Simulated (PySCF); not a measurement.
# One shape, several levels: CH5B (BH2Me)

We compute a comparison of 6 runs (MP2/STO-3G, BCCD(T)/STO-3G, CCSDT(Q)/STO-3G, CCSDT/STO-3G, CISD/STO-3G, CCSD(T)/STO-3G) of CH5B (BH2Me). The job is set up through a Python script.

Program for the calculation: PySCF 2.14.0.

4 further runs of the same task are left out: 4 set aside as unsound or not needed.

## Step 1: The system as given

CH5B: 7 atoms, total charge 0, spin state singlet. As SMILES, `[H]B([H])C`. One bond was lengthened or shortened from a relaxed shape.

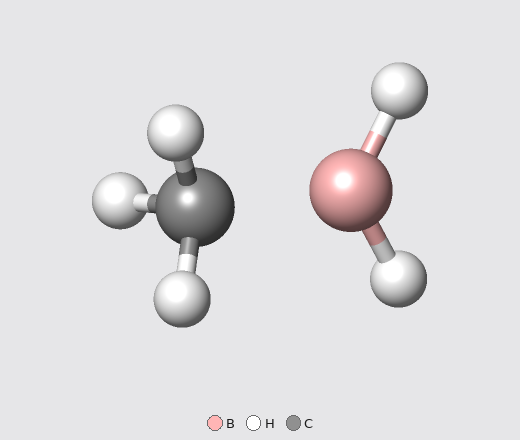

Viewed from a chosen angle; boron pink, hydrogen white, carbon grey.

## Step 2: The energy at MP2/STO-3G (run 1)

Contents of run.py:

```python
from pyscf import gto, scf, mp

mol = gto.Mole()
mol.atom = '''
B      1.136217     1.988273    -0.000818
H      3.347385     1.990579     0.004341
H      0.050531     3.910125    -0.128658
C     -0.637140    -1.084646     0.075060
H     -0.766473    -1.756274    -1.872983
H     -2.566796    -0.937795     0.766284
H      0.323049    -2.573637     1.118812
'''
mol.max_memory = 1860
mol.verbose = 3
mol.charge = 0
mol.unit = 'bohr'
mol.spin = 0
mol.basis = 'sto-3g'
mol.build()

myscf = scf.RHF(mol)
myscf.conv_tol = 1e-10
myscf.kernel()
if not myscf.converged:
    myscf = myscf.newton().run(myscf.mo_coeff, myscf.mo_occ)

pt = mp.MP2(myscf, frozen=2).run()
energy = pt.e_tot
print('E = %.10f Eh' % energy)
```

The run is started by

```bash
OMP_NUM_THREADS=1 python run.py
```

The log of the run:

```text
converged SCF energy = -64.6269186271401
E(RMP2) = -64.7181146355812  E_corr = -0.0911960084411158
E(SCS-RMP2) = -64.7306102009075  E_corr = -0.10369157376744
E = -64.7181146356 Eh
```

Wall time 0.78 s (1 thread of Arm Neoverse V1, shared host); peak memory 0.12 GiB.

## Step 3: The energy at BCCD(T)/STO-3G (run 2)

Contents of input.py:

```python
from pyscf import gto, cc
from pyscf.cc.bccd import bccd_kernel_

mol = gto.Mole()
mol.atom = '''
B      0.601260     1.052149    -0.000433
H      1.771360     1.053369     0.002297
H      0.026740     2.069149    -0.068083
C     -0.337160    -0.573970     0.039720
H     -0.405600    -0.929380    -0.991140
H     -1.358290    -0.496260     0.405500
H      0.170950    -1.361910     0.592050
'''
mol.spin = 0
mol.basis = 'sto-3g'
mol.max_memory = 1860
mol.verbose = 3
mol.build()

hf = mol.RHF()
hf.conv_tol = 1e-10
hf.kernel()
if not hf.converged:
    hf = hf.newton().run(hf.mo_coeff, hf.mo_occ)

mycc = cc.CCSD(hf, frozen=2).run()
mycc = bccd_kernel_(mycc, diis=True)
e_t = mycc.ccsd_t()
etot = mycc.e_tot + e_t
print('E = %.10f Eh' % etot)
```

The run is started by

```bash
OMP_NUM_THREADS=1 python input.py
```

The log of the run:

```text
converged SCF energy = -64.6269185861903
E(CCSD) = -64.75286304901762  E_corr = -0.1259444628273483
BCCD loop starts.

[... 20 lines left out ...]
CCSD converged
[... 21 lines left out ...]
CCSD converged
[... 3 lines left out ...]
******** <class 'pyscf.cc.ccsd.CCSD'> ********
CC2 = 0
CCSD nocc = 6, nmo = 13
frozen orbitals 2
max_cycle = 50
direct = 0
conv_tol = 1e-07
conv_tol_normt = 1e-05
diis_space = 6
diis_start_cycle = 0
diis_start_energy_diff = 1e+09
Init E_corr(CCSD) = -0.126152375781377
cycle = 1  E_corr(CCSD) = -0.126155148318131  dE = -2.77253675e-06  norm(t1,t2) = 0.000119763
cycle = 2  E_corr(CCSD) = -0.126154439496818  dE = 7.08821313e-07  norm(t1,t2) = 1.30163e-05
cycle = 3  E_corr(CCSD) = -0.126154200956921  dE = 2.38539897e-07  norm(t1,t2) = 3.30815e-06
cycle = 4  E_corr(CCSD) = -0.126154105431134  dE = 9.55257864e-08  norm(t1,t2) = 8.75159e-07
CCSD converged
E(CCSD) = -64.75281032891046  E_corr = -0.1261541054311343
BCC iter:    2  E:     -64.752810328910  dE:    2.069e-07  |t1|:    7.788e-06
CCSD(T) correction = -0.000761803401744956
E = -64.7535721323 Eh
```

It took 1.1 s on 1 thread of Arm Neoverse V1, shared host; peak memory 0.12 GiB.

Runs 3 to 4 aren't shown in full; the table further down has their settings and results.

## Step 4: A single-point energy at CISD/STO-3G (run 5)

Contents of calc.py:

```python
from pyscf import gto, scf, ci

mol = gto.M(
    atom=[
    ('B', (0.601260, 1.052149, -0.000433)),
    ('H', (1.771360, 1.053369, 0.002297)),
    ('H', (0.026740, 2.069149, -0.068083)),
    ('C', (-0.337160, -0.573970, 0.039720)),
    ('H', (-0.405600, -0.929380, -0.991140)),
    ('H', (-1.358290, -0.496260, 0.405500)),
    ('H', (0.170950, -1.361910, 0.592050)),
],
    max_memory=1860,
    basis='sto-3g',
    verbose=3,
)

hf = scf.RHF(mol)
hf.conv_tol = 1e-10
hf.kernel()
if not hf.converged:
    hf = hf.newton().run(hf.mo_coeff, hf.mo_occ)

cisd = ci.CISD(hf, frozen=2)
cisd.kernel()
energy = cisd.e_tot
print('E = %.10f Eh' % energy)
```

The run is started by

```bash
OMP_NUM_THREADS=1 python calc.py
```

The log of the run:

```text
converged SCF energy = -64.6269185861903
E(RCISD) = -64.74601764997425  E_corr = -0.1190990637839719
E = -64.7460176500 Eh
```

Wall time 0.7 s (1 thread of Arm Neoverse V1, shared host); peak memory 0.1 GiB.

## Step 5: The energy at CCSD(T)/STO-3G (run 6)

Contents of run.py:

```python
from pyscf import gto, scf, cc

mol = gto.M(
    atom='''
B    0.601260   1.052149  -0.000433
H    1.771360   1.053369   0.002297
H    0.026740   2.069149  -0.068083
C   -0.337160  -0.573970   0.039720
H   -0.405600  -0.929380  -0.991140
H   -1.358290  -0.496260   0.405500
H    0.170950  -1.361910   0.592050
''',
    basis='sto-3g',
    verbose=4,
    charge=0,
    max_memory=1860,
    spin=0,
)

hf = scf.RHF(mol)
hf.conv_tol = 1e-10
hf.kernel()
if not hf.converged:
    hf = hf.newton().run(hf.mo_coeff, hf.mo_occ)

mycc = cc.CCSD(hf, frozen=2)
mycc.kernel()
e_t = mycc.ccsd_t()
e_final = mycc.e_tot + e_t
print('E = %.10f Eh' % e_final)
```

The run is started by

```bash
OMP_NUM_THREADS=1 python run.py
```

The log of the run:

```text
PySCF version 2.14.0

[... 59 lines left out ...]
converged SCF energy = -64.6269185861903
[... 12 lines left out ...]
Init t2, MP2 energy = -64.7181145964175  E_corr(MP2) -0.0911960102272844
[... 10 lines left out ...]
CCSD converged
[... 2 lines left out ...]
E = -64.7535848025 Eh
```

It took 0.76 s on 1 thread of Arm Neoverse V1, shared host; peak memory 0.1 GiB.

## Step 6: All runs side by side

```
run            level  energy (Eh)  dipole moment (D) of the reference  HOMO energy (eV)  LUMO energy (eV)  wall time
  1       MP2/STO-3G   -64.718115                                0.13            -10.29              6.63     0.78 s
  2   BCCD(T)/STO-3G   -64.753572                                   –                 –                 –      1.1 s
  3  CCSDT(Q)/STO-3G   -64.753967                                0.13            -10.29              6.63      1.6 s
  4     CCSDT/STO-3G   -64.753871                                0.13            -10.29              6.63      1.2 s
  5      CISD/STO-3G   -64.746018                                0.13            -10.29              6.63      0.7 s
  6   CCSD(T)/STO-3G   -64.753585                                0.13            -10.29              6.63     0.76 s
```

## Step 7: Summary of results

```
                                          quantity         value
                               run 6: total energy  -64.75358 Eh
       run 6: dipole moment (Hartree–Fock density)        0.13 D
        run 6: HOMO energy (Hartree–Fock orbitals)     -10.29 eV
        run 6: LUMO energy (Hartree–Fock orbitals)       6.63 eV
      run 6: HOMO–LUMO gap (Hartree–Fock orbitals)      16.92 eV
run 6: correlation energy (2 core orbitals frozen)    -126.7 mEh
                             run 6: (T) correction     -0.72 mEh
                              run 6: T1 diagnostic         0.004
```

**Reading.** In runs 1, 2, 3, 4, 5, 6 the basis is minimal, so the values are rough. All runs together took 6.1 s, the longest 1.6 s.
